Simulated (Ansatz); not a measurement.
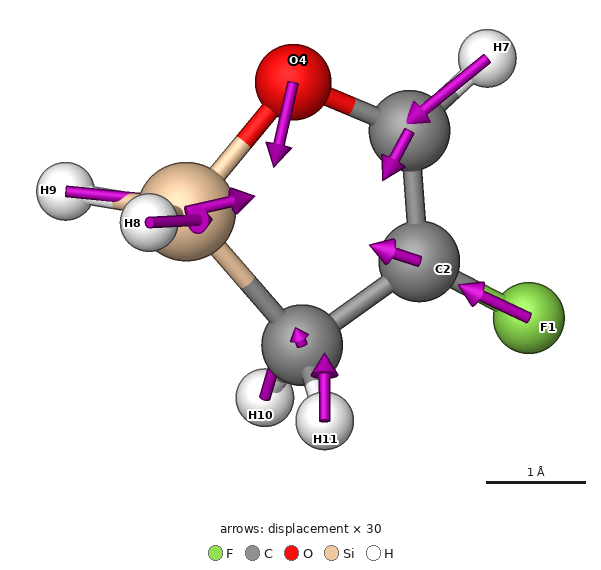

This is a relaxation of C3H5FOSi. The starting structure is drawn; purple arrows show the displacements, 30 times their true length. The two geometries are superimposed by the best rigid fit.

A ball-and-stick model, seen at a tilt.

The start comes from PBE-D4/def2-SVP.

Method: RKS PBE0-D4/def2-TZVP in Ansatz.

Input
```yaml
crystal:
  periodic: [false, false, false]
  atoms:
    - {symbol: F, position_ang: [1.494709, -0.028742, -2.038044]}
    - {symbol: C, position_ang: [0.803033, -0.128480, -0.883242]}
    - {symbol: C, position_ang: [1.173551, -0.953916, 0.123598]}
    - {symbol: O, position_ang: [0.400362, -0.983614, 1.265578]}
    - {symbol: Si, position_ang: [-0.916175, 0.115997, 1.061707]}
    - {symbol: C, position_ang: [-0.431843, 0.705978, -0.689164]}
    - {symbol: H, position_ang: [2.049861, -1.618390, 0.114645]}
    - {symbol: H, position_ang: [-2.218767, -0.624446, 1.140070]}
    - {symbol: H, position_ang: [-0.869094, 1.172867, 2.125534]}
    - {symbol: H, position_ang: [-0.213122, 1.795121, -0.743260]}
    - {symbol: H, position_ang: [-1.207015, 0.490526, -1.456922]}
basis:
  gaussian: {orbitals: def2-TZVP}
hamiltonian: {xc: pbe0, dispersion: d4}
relax: {f_tol: 0.005, max_steps: 150}
```

Run as
```bash
ansatz run in.yaml --threads 4 --pin off --events-out ev --progress --plain --max-ram 10444MiB
```

> What happened in the run?

The largest moves after the best rigid fit, 0.037 Å, are those of H7 and H9. By element the largest moves are H 0.037 Å, O 0.030 Å, F 0.028 Å, Si 0.025 Å, C 0.020 Å. Among the contacts that change: O4–Si5 1.727 → 1.681 Å, C2–C3 1.354 → 1.330 Å, Si5–C6 1.910 → 1.890 Å, C3–H7 1.100 → 1.081 Å. After 6 accepted moves (7 points after the start) the energy has fallen by 7.52 kJ/mol. Largest force component: 0.85 eV/Å at the start, 0.0024 eV/Å at the end. The line search rejected the trial step at point 3 of the run. Cost: 29 s on 4 threads of Arm Neoverse V2 (shared host).
